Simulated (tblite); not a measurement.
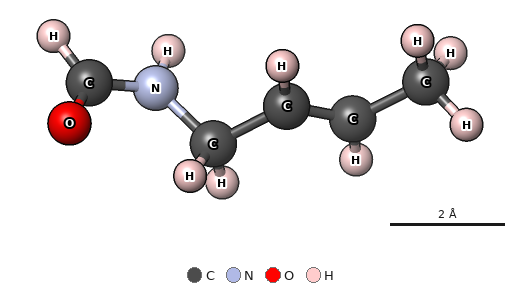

Figure 1. The starting structure (ball-and-stick view, seen at a tilt).

C₅H₉NO: molecular dynamics (part 1 of 3)

C₅H₉NO, computed with GFN2-xTB Langevin dynamics, gas phase (tblite 0.8.0).

Input:
```
{"job": {"kind": "md", "xc": "GFN2-xTB", "basis": "xTB", "temperature": 600, "steps": 2000, "every": 50}, "charge": 0, "multiplicity": 1}
C      2.823733     0.621059     0.068280
C      1.612137    -0.247866     0.058292
C      0.418056     0.117560     0.494484
C     -0.792332    -0.763729     0.484748
N     -1.879290    -0.155536    -0.261013
C     -3.068687     0.125750     0.297705
O     -3.378932    -0.110559     1.438122
H      3.592470     0.182846     0.704082
H      2.589994     1.616040     0.437733
H      3.236112     0.703515    -0.937035
H      1.760757    -1.249524    -0.326898
H      0.257925     1.113984     0.883946
H     -0.551500    -1.742071     0.054637
H     -1.173560    -0.903548     1.501180
H     -1.695929     0.095944    -1.218906
H     -3.758553     0.605077    -0.423285
```

The first line tells a small driver script what to run in tblite; the rest is the geometry in Å.

Hardware: 1 CPU thread, shared host.

Launched with:
```bash
OMP_NUM_THREADS=1 python <driver script> task.json out
```

Log:
```
t/fs     T/K      E/eV
    0.0   487.9   -605.57305
   25.0   353.4   -604.92572
   50.0   363.2   -604.91853
   75.0   429.2   -604.81048
  100.0   403.2   -604.75951
  125.0   422.7   -604.69523
  150.0   683.9   -604.80583
  175.0   457.8   -604.03849
  200.0   522.1   -604.17823
  225.0   536.5   -604.12825
  250.0   483.5   -604.06531
  275.0   568.5   -604.53845
  300.0   575.1   -604.76563
  325.0   483.6   -604.65662
  350.0   609.7   -604.63270
  375.0   478.4   -604.50031
  400.0   558.7   -604.20343
  425.0   662.5   -604.36407
  450.0   763.1   -604.41259
  475.0   602.0   -604.26605
  500.0   653.0   -604.01828
  525.0   793.1   -604.34480
  550.0   584.5   -604.17490
  575.0   694.7   -604.29418
  600.0   768.0   -604.51919
  625.0   692.6   -604.21149
  650.0   809.1   -604.60753
  675.0   692.3   -604.26492
  700.0   597.3   -604.39214
  725.0   693.1   -604.74745
  750.0   575.4   -604.77772
  775.0   582.5   -604.68052
  800.0   412.9   -604.41418
  825.0   484.0   -604.79622
  850.0   374.6   -604.71820
  875.0   390.9   -604.70221
  900.0   431.5   -604.75982
  925.0   498.6   -604.81841
  950.0   662.6   -604.74937
  975.0   429.4   -604.61502
 1000.0   418.3   -604.55972
```

Trajectory as extended XYZ (Å, eV, eV/Å), 41 frames, from step=0 to step=40:
```
16
Properties=species:S:1:pos:R:3:forces:R:3 step=0 time_fs=0.0 energy=-605.57305 temperature=487.9
C     2.8237    0.6211    0.0683    0.0014  -0.0051   0.0013
C     1.6121   -0.2479    0.0583   -0.0021  -0.0042  -0.0012
C     0.4181    0.1176    0.4945    0.0048   0.0015  -0.0073
C    -0.7923   -0.7637    0.4847    0.0016  -0.0026  -0.0020
N    -1.8793   -0.1555   -0.2610   -0.0037  -0.0064   0.0040
C    -3.0687    0.1258    0.2977   -0.0019   0.0030   0.0042
O    -3.3789   -0.1106    1.4381   -0.0009   0.0037  -0.0081
H     3.5925    0.1828    0.7041    0.0062  -0.0031  -0.0046
H     2.5900    1.6160    0.4377   -0.0064   0.0009   0.0009
H     3.2361    0.7035   -0.9370    0.0003   0.0007   0.0054
H     1.7608   -1.2495   -0.3269    0.0012   0.0054   0.0007
H     0.2579    1.1140    0.8839   -0.0069   0.0069  -0.0008
H    -0.5515   -1.7421    0.0546    0.0076  -0.0010   0.0039
H    -1.1736   -0.9035    1.5012    0.0005  -0.0052   0.0042
H    -1.6959    0.0959   -1.2189   -0.0015   0.0034  -0.0031
H    -3.7586    0.6051   -0.4233   -0.0003   0.0021   0.0026
16
Properties=species:S:1:pos:R:3:forces:R:3 step=1 time_fs=25.0 energy=-604.92572 temperature=353.4
C     2.9078    0.4386    0.0227    0.1710  -0.2851   0.1374
C     1.5683   -0.2015   -0.0176   -0.5312  -1.3316   0.9195
C     0.3797    0.2130    0.4733    1.9370  -1.1789   0.0341
C    -0.7537   -0.7355    0.6230   -0.8426   0.2459  -1.3085
N    -1.8459   -0.1734   -0.2383   -0.3973   0.8094  -0.1326
C    -3.1003    0.0722    0.2691    0.0375   0.0603  -1.1270
O    -3.5378   -0.3023    1.3191    0.3998  -0.4413   0.8845
H     3.5063   -0.0590    0.8537   -0.6125   0.8728  -1.0832
H     2.7797    1.4860    0.1255    0.1341   1.0361   0.8557
H     3.4314    0.3670   -0.9293    0.1268  -0.6280   0.0328
H     1.7177   -1.2933   -0.2404   -0.7282   0.9872  -0.1226
H     0.1894    1.1586    0.9366    0.2525   0.5453  -0.2769
H    -0.4736   -1.7479    0.2257   -0.4093   0.7053   0.5515
H    -1.1326   -0.7416    1.6563    0.0755  -0.2980  -0.3666
H    -1.4971    0.4066   -1.0522   -0.6947  -1.0425   1.2653
H    -3.8494    0.5913   -0.4025    1.0817  -0.0569  -0.2633
16
Properties=species:S:1:pos:R:3:forces:R:3 step=2 time_fs=50.0 energy=-604.91853 temperature=363.2
C     2.8112    0.4081    0.0330   -2.0343   3.2438  -0.7321
C     1.4977   -0.2909    0.0586    0.4748  -0.9833  -0.3729
C     0.3855    0.1921    0.6071    0.6233  -0.4648   0.1044
C    -0.8664   -0.6140    0.7250   -0.0190   0.5348  -0.9023
N    -1.9173   -0.1229   -0.1662   -1.6793   0.0555   2.1856
C    -3.2346    0.0176    0.2392    1.3369   0.3722  -1.6911
O    -3.6620   -0.4152    1.2538   -0.4978  -0.5412   1.7829
H     3.4644   -0.0013    0.7463    0.7937  -0.0692   0.8390
H     2.5284    1.5437    0.1706    1.1258  -1.8636   0.3541
H     3.2332    0.3808   -0.9563    0.3393  -0.3093  -0.3104
H     1.6713   -1.2888   -0.4306   -1.1443   0.7798   0.6160
H     0.4012    1.1309    1.1464    0.0437   0.1080  -0.3461
H    -0.5748   -1.6087    0.4775   -0.1399  -1.1398  -0.3193
H    -1.2406   -0.5947    1.7188   -0.4703   0.0866   0.9004
H    -1.6504   -0.0100   -1.0870    0.4157   0.4871  -1.9258
H    -3.9260    0.5861   -0.4453    0.8317  -0.2965  -0.1823
16
Properties=species:S:1:pos:R:3:forces:R:3 step=3 time_fs=75.0 energy=-604.81048 temperature=429.2
C     2.6288    0.5475    0.0674   -0.8939   1.6530   0.3374
C     1.3901   -0.3306    0.1295    2.7947   1.2248  -0.7267
C     0.2981    0.0872    0.6815   -1.2580   1.2158  -0.2763
C    -0.9967   -0.6146    0.7498    0.8649  -1.1631   0.8958
N    -1.9584    0.0066   -0.0552   -1.4628   1.1624  -3.5375
C    -3.2825   -0.1046    0.1877   -1.3556  -0.8585   1.3176
O    -3.7729   -0.5010    1.2441    0.9315   0.4797  -1.0058
H     3.3507    0.1022    0.7459    0.1825   0.3337   0.0215
H     2.3740    1.6393    0.3679    0.6279  -1.7630  -0.3350
H     3.0468    0.5618   -0.9431   -0.0720  -0.0032   0.2272
H     1.7298   -1.2000   -0.3500   -0.7874  -1.6630   0.0033
H     0.2164    1.1597    0.8619    0.1405  -0.2242   0.5288
H    -0.8379   -1.6706    0.4776   -0.1500  -0.0605  -0.0314
H    -1.3635   -0.5791    1.7714   -0.2520  -0.0909   0.3175
H    -1.7113    0.2450   -1.0864   -0.2749  -0.5504   2.2547
H    -4.0222    0.1281   -0.6262    0.9645   0.3075   0.0090
16
Properties=species:S:1:pos:R:3:forces:R:3 step=4 time_fs=100.0 energy=-604.75951 temperature=403.2
C     2.5485    0.7363    0.1071   -0.2241  -2.7867   0.4680
C     1.3959   -0.3303    0.1455   -1.5111   3.3257   0.8766
C     0.1965    0.0790    0.6972    1.9225  -1.5352  -0.6574
C    -1.1475   -0.6632    0.8230    2.2395   1.0852   1.8159
N    -2.0539    0.1108    0.0785   -2.5112   0.2955  -1.0445
C    -3.3942   -0.1889    0.2029   -0.3182  -0.0491  -0.3328
O    -3.9183   -0.5575    1.2252    0.3156   0.0115  -0.1611
H     3.4171    0.3553    0.6861   -0.5147   0.0975  -0.2300
H     2.1883    1.5950    0.5823   -0.2675   1.3214   0.3781
H     2.9222    0.9080   -0.8890   -0.2355   0.1040  -0.3080
H     1.5866   -1.1779   -0.4574   -0.1951  -0.8044   0.0466
H     0.1494    1.0654    1.1533    0.0918  -0.2518  -0.0903
H    -1.1219   -1.6550    0.4568    0.3251  -1.3102  -0.3470
H    -1.4437   -0.6832    1.9113    0.1333   0.0590  -0.9257
H    -1.7204    0.3539   -0.8441   -0.1031   0.0057  -0.0645
H    -4.0414   -0.1086   -0.7390    0.8527   0.4318   0.5760
16
Properties=species:S:1:pos:R:3:forces:R:3 step=5 time_fs=125.0 energy=-604.69523 temperature=422.7
C     2.4323    0.7647    0.1415   -0.6843  -2.6834  -0.0832
C     1.2450   -0.2185    0.0679   -1.2468   1.6958   3.0069
C     0.1982    0.0675    0.9350    1.8972  -1.4764  -2.7306
C    -1.0557   -0.7154    0.9408   -1.7922   0.8500   1.3106
N    -2.1200   -0.0265    0.1343   -0.7360   0.2078  -0.0234
C    -3.4648   -0.1615    0.2595   -0.7131   0.5976   1.7586
O    -4.0263   -0.7447    1.1721    0.5449  -0.0968  -0.7252
H     3.2794    0.1796    0.4828    0.3124  -0.0589   0.3470
H     2.1661    1.4735    0.8897    0.1954   0.8792  -0.1310
H     2.7327    1.0769   -0.8349   -0.2392   0.7848  -0.4106
H     1.3297   -1.2071   -0.3556   -0.0518   0.4112  -0.5025
H     0.2235    0.9134    1.5739   -0.0494   0.6568   0.0853
H    -1.0175   -1.6803    0.5198    0.6292  -1.3121  -0.4361
H    -1.4047   -0.8423    2.0334    0.0222   0.3575  -1.5297
H    -1.8774    0.4817   -0.7014    0.6841  -0.0502   0.1137
H    -4.1306    0.5339   -0.3731    1.2274  -0.7629  -0.0498
16
Properties=species:S:1:pos:R:3:forces:R:3 step=6 time_fs=150.0 energy=-604.80583 temperature=683.9
C     2.3856    0.6891    0.0598   -0.4684   0.1834  -0.1070
C     1.0673   -0.0128    0.2469    1.4706  -0.5516  -2.0674
C     0.0992    0.0720    1.1044   -1.2044  -0.3364   1.5339
C    -1.1197   -0.8235    1.0475   -0.3953   0.1295  -0.3161
N    -2.0827   -0.1814    0.1483    0.1612   2.1033  -1.4012
C    -3.4096   -0.1979    0.3118   -0.7219   0.8564  -1.9147
O    -4.0478   -0.8677    1.0602   -0.3036  -0.5076   0.9651
H     3.1323   -0.0538   -0.1237    0.5738  -0.7652   0.3230
H     2.7650    1.3371    0.8794   -0.7328  -0.1638  -0.8332
H     2.3050    1.1152   -0.9532    0.1118   0.8356   0.6421
H     0.9351   -0.6991   -0.6268   -0.0366   0.2189   0.8793
H     0.0566    0.7719    1.9392    0.3331  -0.1434  -0.2347
H    -1.0286   -1.8400    0.6461    0.8482   0.0742  -0.0767
H    -1.5261   -0.9855    2.0589   -0.2429   0.4788  -0.3158
H    -1.7246    0.5289   -0.5970   -0.4399  -1.7266   1.8568
H    -3.9829    0.4596   -0.5100    1.0472  -0.6855   1.0669
16
Properties=species:S:1:pos:R:3:forces:R:3 step=7 time_fs=175.0 energy=-604.03849 temperature=457.8
C     2.2572    0.6673    0.0523    1.6058   1.8898   0.7109
C     0.9713    0.0618    0.2890    0.1363  -1.8416  -2.9215
C     0.1816    0.0320    1.3126   -3.2362  -0.3307   1.1371
C    -1.1228   -0.8255    1.1143    3.5328  -0.6333  -4.2551
N    -2.0495   -0.2512    0.1883   -0.1333   0.1410   0.7449
C    -3.3477   -0.3557    0.1967   -3.8459  -1.1776  -0.1510
O    -4.0441   -0.9208    1.0332    0.8716   0.8001  -0.9864
H     3.0792   -0.0030   -0.3104   -0.9127   0.4021   0.5464
H     2.5772    1.2276    0.9983   -0.0457  -0.6055  -1.4183
H     2.0441    1.3748   -0.7695    0.6229   0.1038   0.3325
H     0.6691   -0.4831   -0.6776    0.1467   0.2026   1.5331
H     0.1993    0.7291    2.1686    0.3087  -0.8962  -0.3967
H    -0.8221   -1.8445    0.5244    0.0106   1.7198   1.4031
H    -1.6615   -1.1296    1.8868   -1.8694  -0.9401   3.8034
H    -1.7662    0.3327   -0.5107    1.6508   1.5543  -2.0317
H    -3.8863    0.0413   -0.8487    1.1572  -0.3886   1.9494
16
Properties=species:S:1:pos:R:3:forces:R:3 step=8 time_fs=200.0 energy=-604.17823 temperature=522.1
C     2.0819    0.8005    0.0477    0.2270   0.8707   1.3536
C     0.9168   -0.0588    0.2754   -2.2280  -0.1984   1.6077
C     0.0851   -0.1151    1.3552    0.4975  -1.4408  -1.8168
C    -1.2180   -0.9601    1.1670    1.8340  -1.6597  -0.3429
N    -1.9829   -0.1362    0.2524   -1.7233  -0.9248  -1.5815
C    -3.3151   -0.4822    0.1826   -0.9136   2.3951  -0.3901
O    -3.9671   -1.0611    1.0083    0.4289  -0.5970   0.0364
H     2.9670    0.2199   -0.2445   -0.3644   0.4996  -0.1276
H     2.2281    1.2902    1.0212    0.6690  -0.2094  -0.0099
H     1.8609    1.6774   -0.5769    0.1406  -0.7336  -0.5213
H     0.5324   -0.6534   -0.5157    0.2444  -0.4175  -0.9728
H     0.3010    0.3810    2.2755   -0.1872   0.1283   0.2700
H    -1.0098   -2.1107    0.6403   -0.0798   2.7508   1.0636
H    -1.7731   -1.2840    2.1132    0.5452   1.1780  -1.3006
H    -1.6022    0.1802   -0.7065   -0.2418  -0.7433   2.2409
H    -3.9183    0.1512   -0.6117    1.1516  -0.8980   0.4914
16
Properties=species:S:1:pos:R:3:forces:R:3 step=9 time_fs=225.0 energy=-604.12825 temperature=536.5
C     1.9718    0.8777    0.1967    0.8135   0.2981  -0.1463
C     0.8905   -0.0744    0.2814   -2.2855  -0.8364   1.2431
C     0.0726   -0.3100    1.3204    1.1130   0.0909  -0.4784
C    -1.2215   -1.0093    1.1546   -0.3039  -2.9528   0.0224
N    -2.0941   -0.1376    0.3376   -0.1862  -1.3364   1.1909
C    -3.4089   -0.4319    0.2749    0.4716   0.9592  -1.3764
O    -3.8978   -1.2455    0.9813   -1.3381  -1.1267   0.9451
H     2.8282    0.2306   -0.0230    0.3273   1.0528  -0.5880
H     2.1316    1.3919    1.1087    0.3093   0.0376   1.4268
H     1.7212    1.7485   -0.4326    0.4660  -0.9233  -0.7391
H     0.6589   -0.7060   -0.5390   -0.0286   0.0536  -1.2297
H     0.3661    0.0413    2.3018   -0.4568   0.3021  -0.0277
H    -1.1821   -2.2452    0.6284    0.2135   3.1756   0.7562
H    -1.5817   -1.3376    2.1858   -0.3562   1.0541  -1.3632
H    -1.6697    0.4156   -0.3629    0.5863   0.4375  -0.4702
H    -3.9939    0.1288   -0.5465    0.6547  -0.2860   0.8343
16
Properties=species:S:1:pos:R:3:forces:R:3 step=10 time_fs=250.0 energy=-604.06531 temperature=483.5
C     1.9488    0.9396    0.3915    0.7767  -1.8124  -0.4390
C     0.7997   -0.0941    0.2756    2.1364   1.4179  -2.8150
C     0.0230   -0.4171    1.2415   -0.7774   1.7083   4.3249
C    -1.3552   -0.9682    1.2095    2.3242  -3.5466  -2.4415
N    -2.2336   -0.1671    0.4177    0.9193   1.8410  -0.4412
C    -3.5517   -0.3548    0.3884   -1.8441  -1.6928   0.2406
O    -4.1462   -1.3483    0.8282    1.2072   1.8630  -0.5799
H     2.9290    0.3996    0.0132   -1.8591   1.6073   0.0987
H     2.2035    1.2684    1.3955   -0.3680  -0.5205   0.3594
H     1.6077    1.8790   -0.0781    0.6521  -0.7868  -0.5556
H     0.5988   -0.4873   -0.7543    0.3144   0.5373   0.8475
H     0.3286    0.0492    2.2872   -0.6527  -0.9541  -1.7718
H    -1.1465   -2.1272    0.7023   -0.9912   2.4629   0.6496
H    -1.5886   -1.2438    2.1917   -1.3327   0.1323   1.2428
H    -1.7996    0.7201   -0.0381   -0.9087  -1.9795   1.0730
H    -4.1218    0.4503   -0.1500    0.4035  -0.2774   0.2075
16
Properties=species:S:1:pos:R:3:forces:R:3 step=11 time_fs=275.0 energy=-604.53845 temperature=568.5
C     2.0289    0.8384    0.5260   -1.4984  -1.2642   0.1554
C     0.7854   -0.0774    0.2964   -0.0521   0.9415   0.1236
C    -0.0024   -0.3682    1.3307   -0.3668   0.7774   0.2403
C    -1.3949   -1.0230    1.2402    2.7574  -1.8286  -0.9123
N    -2.3573   -0.2015    0.5661   -0.6601  -1.7004   0.1095
C    -3.6969   -0.3997    0.3947    0.9298   1.4461   0.5093
O    -4.3689   -1.3167    0.7557   -0.0290  -0.5419  -0.1062
H     2.8791    0.6196   -0.0991   -0.1300   0.1094  -0.3112
H     2.3490    0.8643    1.5634   -0.0007  -0.6570   0.1322
H     1.5960    1.8042    0.4122    0.1847   1.0163  -0.7950
H     0.3467   -0.2242   -0.7315    1.1362  -0.0434   1.0254
H     0.2819    0.0061    2.3485   -0.1547  -0.7148  -0.9566
H    -1.1376   -2.1025    0.8505   -1.0403   1.6789  -0.2696
H    -1.6123   -1.2233    2.2359   -1.2038  -0.2097   1.9221
H    -1.9286    0.6451    0.3434    0.2389   1.5231  -0.6917
H    -4.1071    0.5679   -0.0105   -0.1111  -0.5327  -0.1751
16
Properties=species:S:1:pos:R:3:forces:R:3 step=12 time_fs=300.0 energy=-604.76563 temperature=575.1
C     1.9021    0.7189    0.6752    1.4134   0.1544  -0.0910
C     0.6382    0.0498    0.3854   -0.6026  -0.6453   0.6599
C    -0.1141   -0.3294    1.4132   -1.3144  -0.9095  -1.9742
C    -1.4258   -1.1161    1.2439    0.1582   0.6167   1.4804
N    -2.4333   -0.1665    0.7160    0.6557   0.1021  -1.3623
C    -3.7505   -0.4711    0.3727    2.5828   2.3363  -1.1349
O    -4.4761   -1.2822    0.8155   -0.7129  -1.4033   0.7923
H     2.5923    0.3631   -0.0727    0.7001  -0.1838  -0.0680
H     2.2932    0.5046    1.6782   -0.1931  -0.0198  -0.3022
H     1.9169    1.7848    0.5566   -0.4022   0.6884  -0.0299
H     0.4924   -0.2533   -0.6360   -0.3628   0.0418  -0.1207
H     0.2179    0.0394    2.3268   -0.0659   0.1403   1.6165
H    -1.2219   -2.0463    0.6629   -0.4756   0.8085  -0.1067
H    -1.8019   -1.4360    2.2463    0.3058   0.0427  -0.5556
H    -1.9118    0.6344    0.2180   -1.4613  -1.5975   0.7008
H    -4.0381    0.2525   -0.4505   -0.2251  -0.1719   0.4954
```
